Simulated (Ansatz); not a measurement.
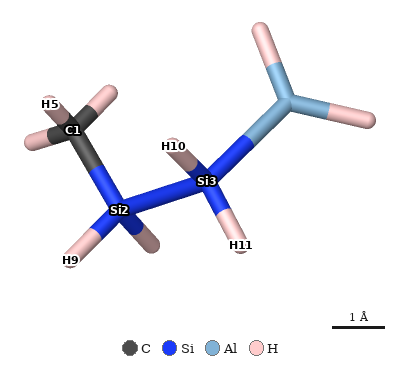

CH9AlSi2, before the relaxation. The picture is a stick view, seen at a tilt.

The start comes from PBE-D4/def2-SVP.

All numbers below come from RKS PBE0-D4/def2-TZVP (Ansatz).

Input file:
```yaml
crystal:
  periodic: [false, false, false]
  atoms:
    - {symbol: C, position_ang: [-1.866401, -0.149993, 0.814919]}
    - {symbol: Si, position_ang: [-0.398474, -1.296352, 0.451754]}
    - {symbol: Si, position_ang: [1.569205, -0.023013, 0.164249]}
    - {symbol: Al, position_ang: [1.278862, 1.563855, -1.683477]}
    - {symbol: H, position_ang: [-1.691637, 0.423982, 1.747344]}
    - {symbol: H, position_ang: [-2.801924, -0.733209, 0.936051]}
    - {symbol: H, position_ang: [-2.013276, 0.576191, -0.010099]}
    - {symbol: H, position_ang: [-0.660821, -2.079108, -0.812849]}
    - {symbol: H, position_ang: [-0.225021, -2.293395, 1.570474]}
    - {symbol: H, position_ang: [1.781911, 0.740980, 1.453688]}
    - {symbol: H, position_ang: [2.758875, -0.934834, -0.019381]}
    - {symbol: H, position_ang: [2.206382, 1.537169, -2.991727]}
    - {symbol: H, position_ang: [0.082718, 2.633028, -1.606246]}
basis:
  gaussian: {orbitals: def2-TZVP}
hamiltonian: {xc: pbe0, dispersion: d4}
relax: {f_tol: 0.005, max_steps: 150}
```

Run as
```bash
ansatz run in.yaml --threads 4 --pin off --events-out ev --progress --plain --max-ram 10444MiB
```

Predict the outcome.

Answer. After 12 geometry steps the energy has fallen by 0.80 kcal/mol. The largest force component goes from 0.46 to 0.00066 eV/Å. H12 moves most after the best rigid fit: 0.20 Å. By element the largest moves are H 0.20 Å, Si 0.05 Å, C 0.03 Å, Al 0.02 Å. Some distances before and after: C1–Si2 1.898 → 1.877 Å, Si3–H10 1.514 → 1.495 Å, Si2–H8 1.510 → 1.492 Å, C1–H5 1.109 → 1.092 Å.

The structure at the end:

```xyz
13

C    -1.8647   -0.1759    0.8305
Si   -0.3938   -1.2709    0.4286
Si    1.5527    0.0156    0.1911
Al    1.2925    1.5500   -1.6946
H    -1.7014    0.3574    1.7696
H    -2.7748   -0.7716    0.9307
H    -2.0283    0.5669    0.0464
H    -0.6421   -2.0018   -0.8486
H    -0.2125   -2.2969    1.4947
H     1.7302    0.7827    1.4623
H     2.7308   -0.8878    0.0437
H     2.1089    1.3745   -3.0462
H     0.2229    2.7232   -1.5935
```

After the run, drawn alike:

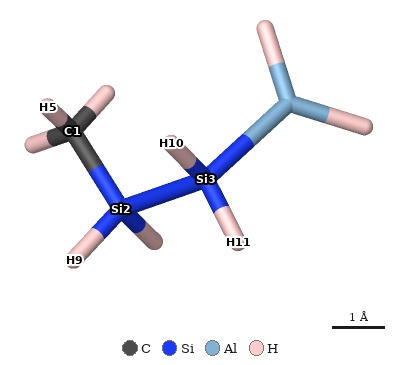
